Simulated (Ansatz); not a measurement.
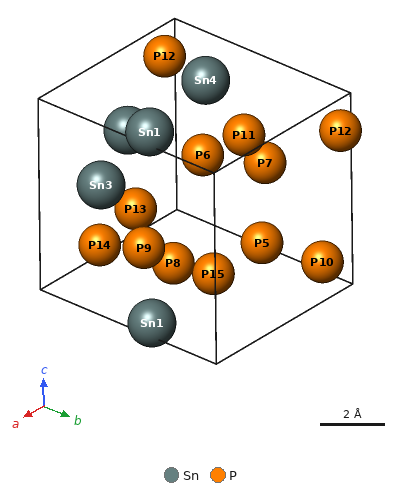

Figure 1. The structure as given in the input (spheres-only view of the cell of the calculation, seen at an oblique angle; atoms are numbered from 1 in the order of the input).

## Single-point calculation, with input and output: Sn4P11

- system: Sn4P11 (disordered cell, 15 atoms in the cell)
- method: DFT PBE, scalar-relativistic, plane waves, PAW, no spin polarisation (Ansatz 0.2.0)

It belongs to a series of runs on one base structure; here: last frame at 3000 K on a finer mesh. Figures and captions count atoms from 1; the log counts them from 0 in places.

Input
```yaml
crystal:
  lattice:
    - [6.910954, -0.147709, 0.055919]
    - [-0.147709, 6.82793, -0.276122]
    - [0.055919, -0.276122, 6.817321]
  atoms:
    - { symbol: Sn, position: [0.9376074433, 0.5859812468, 0.0279014718] }
    - { symbol: Sn, position: [0.4033583598, 0.0422630907, 0.6011674843] }
    - { symbol: Sn, position: [0.8052072556, 0.2008782675, 0.5448649224] }
    - { symbol: Sn, position: [0.2249749126, 0.350168679, 0.9069119001] }
    - { symbol: P, position: [0.3351213137, 0.7472431283, 0.2573838177] }
    - { symbol: P, position: [0.4835547008, 0.5311566559, 0.6953307958] }
    - { symbol: P, position: [0.1694617232, 0.6401384637, 0.5654100679] }
    - { symbol: P, position: [0.6189267633, 0.4624506813, 0.1588206448] }
    - { symbol: P, position: [0.9232466578, 0.5335366191, 0.3959520015] }
    - { symbol: P, position: [0.1197600236, 0.9222173641, 0.1353240587] }
    - { symbol: P, position: [0.5143058713, 0.7922923637, 0.914822197] }
    - { symbol: P, position: [0.0969956806, 0.0166692821, 0.8497364878] }
    - { symbol: P, position: [0.4102930852, 0.0871583321, 0.2101512526] }
    - { symbol: P, position: [0.7618006343, 0.1552521857, 0.1946727786] }
    - { symbol: P, position: [0.7739361589, 0.8120800132, 0.3049152961] }
basis:
  ecutwfc: 420
kpoints:
  mp_grid: { grid: [4, 4, 4] }
hamiltonian:
  xc: pbe
scf:
  occupations: { method: fermi_dirac, width: 0.2585 }
output:
  forces: true
  stress: true
  eigenvalues: true
  populations: true
  write_density: true
  write_potential: true
  elf: true
  volumetric_format: npy
```

Run on 2 threads of Arm Neoverse V1, 24 GiB of memory available, shared host.

Launched with:
```bash
ansatz run input.yaml --threads 2 --pin off --max-ram 5120MiB --backend cpu --events-out ev --progress --plain --runs-dir out
```

The program's output
```
band count auto-derived: 76 (N_el = 111.0; filled up to band 56; 71 by the electrons, moments and atoms)
Engine: ansatz 0.2.0, aarch64-unknown-linux-gnu
Pseudopotentials: kind: paw
Pseudopotential: Sn, paw, valence charge 14, recommended cutoff 420 eV (normal), Sn.paw.azcp
Pseudopotential: P, paw, valence charge 5, recommended cutoff 420 eV (normal), P.paw.azcp
Functional definition: PBE
  parameter kappa = 0.804
  parameter beta = 0.06672455060314922
  exchange = pbe_x(kappa = kappa, mu = beta*pi^2/3)
  correlation = pbe_c(beta = beta)
Crystal: 15 atoms, lattice volume = 321.000 Å³
Basis set: ecut = 420 eV, 6279 PW (Γ), exchange–correlation on 96×96×96 points (8 copies of the dense FFT grid, shifted against one another)
Bands: 76, of which v1, the nominal top of the filled ones, is band 56 counted from 1 (55 counted from 0)
Symmetry: 1 space group operations
Space group: P1 (ITA 1), of the structure as read, at distance tolerance 6.8e-5 Å
k-points: 36 of 64 (time reversal used)
Non-local potential: Sn, projectors of the file, l = 0: 2, l = 1: 2, l = 2: 2, l = 3: 2
Non-local potential: P, projectors of the file, l = 0: 2, l = 1: 2, l = 2: 2
PAW form: soft (Blöchl's): semilocal exchange-correlation on the pseudo side does not see the compensation charge
PAW one-centre angular grid: Sn, 590 points (default); XC on 64 Gauss nodes
PAW one-centre angular grid: P, 110 points (default); XC on 64 Gauss nodes
Initial density: superposition of atomic densities (neutral atoms: chi_scale 0, normalization atom), corrected by the library's trained network
Initial wavefunctions: pseudopotential atomic-orbital guess
Functional: x = pbe(κ = 0.804, μ = 0.2195149727645171), c = pbe(β = 0.06672455060314922)
SCF iter   1: F=—  HF=-32401.626383 eV  |F-HF|=—  |Δ(HF+E_count)|=         —  Δρ=3.31e-3  dr2=6.04e-2  ethr=1.77e-3  ⟨swp⟩=8.7  Hψ=13778  notcnv=0
preconditioner: auto → Kerker (q_TF=auto, 2.286 Å⁻¹)  [metal: Δε(μ)=0.029 eV  Ē_g=8.539 eV  σ=0.259 eV  W_gap=0.03  n_scr=70 (ndim 8)  ℏωp=17.5 eV  f_vac=0.005  D(μ)=7.26/eV (n_scr^D=38)]
SCF iter   2: F=—  HF=-32401.624164 eV  |F-HF|=—  |Δ(HF+E_count)|=   2.22e-3  Δρ=1.84e-3  dr2=1.77e-2  ethr=5.45e-5  ⟨swp⟩=2.1  Hψ=3799  notcnv=0
SCF iter   3: F=—  HF=-32401.622990 eV  |F-HF|=—  |Δ(HF+E_count)|=   1.17e-3  Δρ=4.78e-4  dr2=1.64e-3  ethr=1.60e-5  ⟨swp⟩=3.0  Hψ=4495  notcnv=0
SCF iter   4: F=—  HF=-32401.622906 eV  |F-HF|=—  |Δ(HF+E_count)|=   8.47e-5  Δρ=1.95e-4  dr2=3.31e-4  ethr=1.48e-6  ⟨swp⟩=2.5  Hψ=4093  notcnv=0
SCF iter   5: F=—  HF=-32401.622912 eV  |F-HF|=—  |Δ(HF+E_count)|=   5.88e-6  Δρ=7.29e-5  dr2=4.29e-5  ethr=2.99e-7  ⟨swp⟩=2.5  Hψ=3741  notcnv=0
SCF iter   6: F=—  HF=-32401.622939 eV  |F-HF|=—  |Δ(HF+E_count)|=   2.76e-5  Δρ=3.23e-5  dr2=1.03e-5  ethr=3.86e-8  ⟨swp⟩=2.9  Hψ=5074  notcnv=0
SCF iter   7: F=—  HF=-32401.622942 eV  |F-HF|=—  |Δ(HF+E_count)|=   2.46e-6  Δρ=1.16e-5  dr2=1.35e-6  ethr=9.29e-9  ⟨swp⟩=2.0  Hψ=3503  notcnv=0
SCF iter   8: F=—  HF=-32401.622942 eV  |F-HF|=—  |Δ(HF+E_count)|=   3.01e-7  Δρ=4.66e-6  dr2=2.39e-7  ethr=1.22e-9  ⟨swp⟩=2.8  Hψ=5298  notcnv=0
SCF iter   9: F=-32401.622942 eV  HF=-32401.622942 eV  |F-HF|=1.06e-8  |Δ(HF+E_count)|=   4.16e-8  Δρ=1.76e-6  dr2=3.20e-8  ethr=9.01e-11  ⟨swp⟩=16.1  Hψ=22971  notcnv=0
SCF 1 converged in 9 iterations: F = -32401.622942 eV  dr2 = 3.20e-8
  greatest PAW one-centre occupation: 0.992 electrons in one spin orbital (limit 2), on the Sn atom at site 1 (counted from 0), in its partial waves of l = 2
```

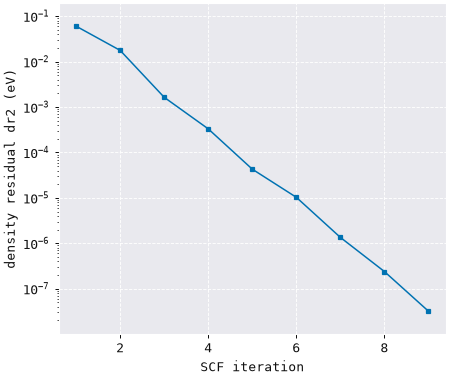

Figure 2. Convergence of the self-consistent field: density residual dr2 against the SCF iteration. The residual falls at every step.

```
SCF converged after 9 iterations
Free energy (F): -32401.622942 eV
Harris-Foulkes:  -32401.622942 eV  (|F-HF|=1.06e-8)
Internal energy: -32400.021003 eV  (E = F + TS)
E sigma→0 (E₀):  -32400.821973 eV
Entropy (-TS):   -1.601939 eV (-106.796 meV/atom)
Fermi energy:    8.338755 eV
--- Per-component energies (eV) ---
  E_band       = -356.193147
  E_kinetic    = 1519.779912
  E_local      = -5534.529594  (includes V_loc(G=0)·N_el)
  E_nonlocal   = 244.903409
  E_hartree    = 2983.449431
  E_xc         = -2204.133415
  E_vxc        = -1049.724359  (∫ρ·V_xc dr)
  E_paw        = -22807.836090  (= ΣΔE_a)
  E_vpaw       = -1503.525301  (= ΣTr[D̂ρ^β])
  E_aug_tail   = 0.000035  (compensation charges beyond the density's cutoff)
  E_ewald      = -6601.654691
  E_smearing   = -1.601939  (= −TS)
  E_closure    = 0.000000  (closes the sum)
  Σ components = -32401.622942   (vs F -32401.622942, Δ=0.00e0)
--- Forces (eV/Å), atoms counted from 1 ---
  atom   1  Sn    -0.58137602     0.38711850    -1.70751914
  atom   2  Sn     0.16035159    -0.63854811     0.26246822
  atom   3  Sn     0.66457099     0.05822991     2.19713321
  atom   4  Sn     1.76735343     0.68246968     0.57381658
  atom   5  P      1.13415084    -0.59071992    -0.18008021
  atom   6  P     -0.69167248     0.60332460     0.03261840
  atom   7  P      1.29836021     0.55981171     0.19375104
  atom   8  P     -0.77395078    -0.72319077     0.11823772
  atom   9  P     -0.04842977     0.17586504     0.54878991
  atom  10  P     -0.86874814     0.67792856     1.22560561
  atom  11  P      0.21410739    -0.59714367    -0.59603928
  atom  12  P     -1.21403326    -1.01155389    -1.76056349
  atom  13  P      0.41406580     0.46683277     0.22609479
  atom  14  P     -1.31950155    -0.09955984    -1.86778941
  atom  15  P     -0.15523253     0.04914848     0.73347901
  max |Σ_I F_I| component: 1.57e-5 eV/Å
--- Stress (GPa, compression-positive) ---
        5.336658       0.293489       0.331671
        0.293489       5.896981       1.952620
        0.331671       1.952620       6.153966
  P = ⅓ Tr σ = 5.7959 GPa (57.959 kbar)
--- Band table (eV; the first three rows and the last of 36) ---
  k-point 0: bands = ["-13.6847", "-13.5260", "-13.5018", "-13.4325", "-13.4123", "-13.3821", "-13.3664", "-13.3470", "-13.3301", "-13.3279", "-13.3125", "-13.2891", "-13.2787", "-13.2702", "-13.1804", "-13.1492", "-13.1286", "-13.0996", "-13.0774", "-13.0688", "-6.6957", "-5.1110", "-4.1121", "-3.8095", "-3.6327", "-2.8221", "-2.0442", "-1.2131", "-0.9845", "-0.6306", "-0.1683", "0.3564", "1.0107", "1.8454", "2.1445", "2.4441", "2.7976", "3.1426", "3.3732", "3.8890", "4.1357", "4.5344", "5.0574", "5.2109", "5.4507", "5.6771", "6.3185", "6.3816", "6.5434", "7.0553", "7.1752", "7.4676", "7.6620", "7.8161", "8.1330", "8.5659", "8.7142", "9.0649", "9.3059", "9.4462", "9.8591", "9.9541", "10.0988", "10.4620", "10.6659", "10.6804", "11.2175", "11.5035", "11.8273", "11.9844", "12.2342", "12.3969", "12.8016", "12.9511", "12.9932", "13.4532"]
  k-point 1: bands = ["-13.6847", "-13.5260", "-13.5017", "-13.4325", "-13.4123", "-13.3820", "-13.3661", "-13.3471", "-13.3296", "-13.3278", "-13.3129", "-13.2892", "-13.2787", "-13.2702", "-13.1805", "-13.1491", "-13.1286", "-13.0997", "-13.0774", "-13.0689", "-6.6438", "-5.1497", "-4.3048", "-3.8100", "-3.6072", "-2.5979", "-2.0637", "-1.1806", "-1.0372", "-0.7520", "-0.1622", "0.4273", "0.8513", "1.6912", "2.1927", "2.4414", "3.0158", "3.2709", "3.5367", "4.1749", "4.2713", "4.6112", "4.9651", "5.3446", "5.5448", "5.8124", "6.1268", "6.3446", "6.5311", "6.8032", "7.0156", "7.2882", "7.6603", "7.8753", "7.9622", "8.3351", "8.6197", "8.9189", "9.1352", "9.3767", "9.6547", "9.8819", "9.9987", "10.2305", "10.6116", "10.9269", "11.1446", "11.4117", "11.6862", "12.0815", "12.4000", "12.5963", "12.8008", "13.0399", "13.2087", "13.4374"]
  k-point 2: bands = ["-13.6847", "-13.5260", "-13.5017", "-13.4325", "-13.4124", "-13.3819", "-13.3657", "-13.3471", "-13.3292", "-13.3277", "-13.3133", "-13.2893", "-13.2788", "-13.2703", "-13.1805", "-13.1490", "-13.1286", "-13.0997", "-13.0773", "-13.0690", "-6.5849", "-5.2100", "-4.4413", "-3.8170", "-3.5513", "-2.4718", "-2.0805", "-1.1952", "-1.0700", "-0.7061", "-0.2213", "0.4586", "0.6993", "1.5145", "2.2043", "2.7477", "2.9236", "3.5814", "3.7140", "4.1639", "4.4605", "4.6795", "5.1379", "5.5051", "5.7026", "5.7833", "5.9018", "6.1257", "6.5356", "6.8263", "6.9657", "7.2850", "7.4032", "7.7240", "7.8762", "8.1207", "8.3576", "8.7764", "8.8799", "9.2447", "9.5894", "9.7018", "10.0776", "10.2018", "10.7294", "10.9538", "11.1197", "11.3604", "11.7793", "11.9729", "12.2682", "12.6316", "12.8813", "13.2237", "13.2575", "13.4177"]
  k-point 35: bands = ["-13.6844", "-13.5267", "-13.5020", "-13.4325", "-13.4124", "-13.3809", "-13.3666", "-13.3463", "-13.3310", "-13.3274", "-13.3126", "-13.2892", "-13.2797", "-13.2695", "-13.1812", "-13.1494", "-13.1274", "-13.0996", "-13.0764", "-13.0693", "-6.2697", "-5.2762", "-4.6419", "-4.1731", "-3.8684", "-3.0720", "-1.7384", "-1.2762", "-0.4051", "-0.0184", "0.3916", "0.5413", "1.0345", "1.9746", "2.1641", "2.3861", "2.8687", "3.4675", "3.8516", "3.9951", "4.0707", "4.3529", "4.5880", "5.0878", "5.2818", "5.4132", "5.6503", "6.0025", "6.2323", "6.6562", "6.8608", "7.2629", "7.6484", "7.7939", "7.9958", "8.4408", "8.5632", "8.7003", "9.1339", "9.4474", "9.5626", "9.9204", "10.3480", "10.4069", "10.5880", "10.9389", "11.2186", "11.6193", "11.8462", "11.8658", "12.1270", "12.4785", "12.6314", "12.8155", "13.1366", "13.3225"]
--- Löwdin populations: 15 sites ---
  site symbol       q [e]
     0     Sn     13.6701
     1     Sn     13.7185
     2     Sn     13.7748
     3     Sn     13.7171
     4      P      4.8816
     5      P      4.9967
     6      P      5.0206
     7      P      5.0405
     8      P      4.9735
     9      P      4.8449
    10      P      5.1094
    11      P      5.0734
    12      P      4.9863
    13      P      5.0086
    14      P      5.0076
  spilling = 0.010598 (of n_electrons = 111.000000)
```

File populations.tsv
```
# site	symbol	l	j	q
# orbitals = lowdin
# n_electrons = 111.000000
# spilling = 0.010598
0	Sn	0_5S	-	1.469386
0	Sn	1_5P	-	2.212742
0	Sn	2_4D	-	9.988004
1	Sn	0_5S	-	1.628576
1	Sn	1_5P	-	2.096262
1	Sn	2_4D	-	9.993682
2	Sn	0_5S	-	1.641077
2	Sn	1_5P	-	2.142205
2	Sn	2_4D	-	9.991498
3	Sn	0_5S	-	1.468498
3	Sn	1_5P	-	2.259879
3	Sn	2_4D	-	9.988697
4	P	0_3S	-	1.723796
4	P	1_3P	-	3.157822
5	P	0_3S	-	1.719313
5	P	1_3P	-	3.277387
6	P	0_3S	-	1.683273
6	P	1_3P	-	3.337292
7	P	0_3S	-	1.766224
7	P	1_3P	-	3.274262
8	P	0_3S	-	1.571768
8	P	1_3P	-	3.401762
9	P	0_3S	-	1.527037
9	P	1_3P	-	3.317878
10	P	0_3S	-	1.779821
10	P	1_3P	-	3.329604
11	P	0_3S	-	1.642350
11	P	1_3P	-	3.431058
12	P	0_3S	-	1.708298
12	P	1_3P	-	3.278029
13	P	0_3S	-	1.685994
13	P	1_3P	-	3.322582
14	P	0_3S	-	1.754976
14	P	1_3P	-	3.252578
```

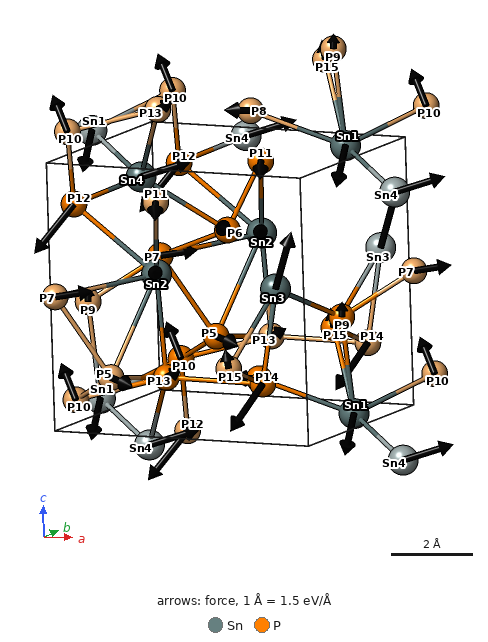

Figure 3. Forces on the atoms as black arrows (ball-and-stick view of the cell of the calculation, seen slightly off an axis; neighbours outside the cell are drawn fainter; atoms are numbered from 1 in the order of the input). The largest act on P12 (2.37 eV/Å); Sn3 (2.30 eV/Å); P14 (2.29 eV/Å); Sn4 (1.98 eV/Å), among others. The geometry is not a stationary point of this energy.

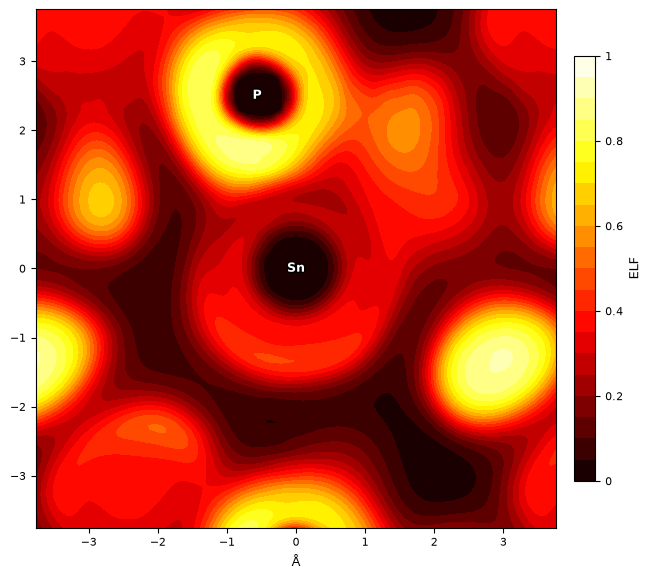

Figure 4. Electron localisation function on the (100) plane of the calculation cell. Atoms in the plane: Sn and P. Core electrons are frozen (PAW), so the fields are smoothed inside the atomic spheres.

Summary

| quantity | value |
| --- | --- |
| outcome | converged |
| electrons treated | 111 |
| free energy | −32401.6229 eV |
| Fermi energy | 8.339 eV |
| gap on the k-point mesh | none (metallic) |
| pressure | 5.80 GPa |
| largest force (length of the vector) | 2.366 eV/Å |
| wall time | 78 s (CPU time 2.6 min) |
| peak memory | 0.94 GiB |
